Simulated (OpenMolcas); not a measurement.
## AlH2F (SMILES [H][Al]([H])[F]): methods side by side

The species is AlH2F (4 atoms), meant as a singlet with charge 0. As SMILES, `[H][Al]([H])[F]`. Geometry: a GFN2-xTB relaxation, a rough one for these elements and not checked as a minimum.

```csv
atom,x (Å),y (Å),z (Å)
Al,0.0196,0.0327,0.0009
H,1.5469,-0.0179,0.0141
H,-0.7390,1.3588,-0.0194
F,-0.8275,-1.3736,0.0044
```

Each level gives the energy change with the Al1–H3 bond stretched from 1.528 to 1.910 Å (eV). The values are calculated.

```json
{"level": "HF/STO-3G (restricted)", "kind": "Hartree–Fock", "program": "OpenMolcas", "value (eV)": "1.58", "less FCI/STO-3G": "+0.38", "CPU time (all runs)": "3.2 s"}
{"level": "PBE/STO-3G (restricted)", "kind": "GGA", "program": "OpenMolcas", "value (eV)": "1.05", "less FCI/STO-3G": "-0.15", "CPU time (all runs)": "8 s"}
{"level": "r2SCAN/STO-3G (restricted)", "kind": "meta-GGA", "program": "OpenMolcas", "value (eV)": "1.16", "less FCI/STO-3G": "-0.04", "CPU time (all runs)": "9.7 s"}
{"level": "B3LYP/STO-3G (restricted)", "kind": "global hybrid", "program": "OpenMolcas", "value (eV)": "1.17", "less FCI/STO-3G": "-0.03", "CPU time (all runs)": "8.3 s"}
{"level": "PBE0/STO-3G (restricted)", "kind": "global hybrid", "program": "OpenMolcas", "value (eV)": "1.22", "less FCI/STO-3G": "+0.02", "CPU time (all runs)": "7.5 s"}
{"level": "B2PLYP/STO-3G (restricted)", "kind": "double hybrid", "program": "OpenMolcas", "value (eV)": "1.27", "less FCI/STO-3G": "+0.07", "CPU time (all runs)": "7.2 s"}
{"level": "MP2/STO-3G (restricted)", "kind": "perturbation theory", "program": "OpenMolcas", "value (eV)": "1.37", "less FCI/STO-3G": "+0.17", "CPU time (all runs)": "3.2 s"}
{"level": "ACPF/STO-3G (restricted)", "kind": "coupled cluster or CI", "program": "OpenMolcas", "value (eV)": "1.19", "less FCI/STO-3G": "-0.01", "CPU time (all runs)": "3.4 s"}
{"level": "FCI/STO-3G", "kind": "exact in the basis", "program": "OpenMolcas", "value (eV)": "1.20", "less FCI/STO-3G": "0.00", "CPU time (all runs)": "9.2 s"}
```

FCI/STO-3G is exact within its basis and frozen core, so for wave-function methods in that basis the difference is their error; functionals converge differently with the basis, so for them it is only a difference. The first shape isn't each level's own minimum. The values span 1.05 to 1.58 eV. All rows use very small basis sets, so even the best lies far from the true value. CPU times are rough (shared hosts, several kinds of processor): they show what a rung costs within a factor of a few.

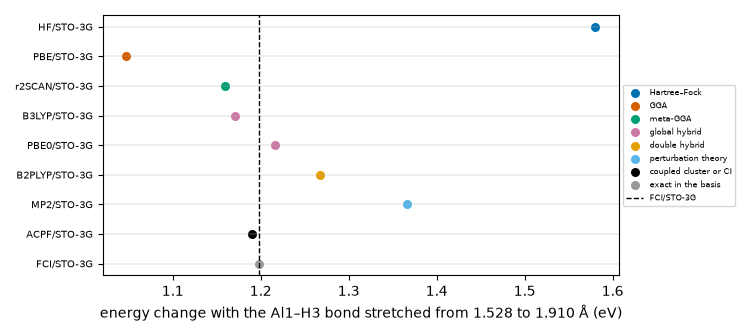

The values of the table, level by level.
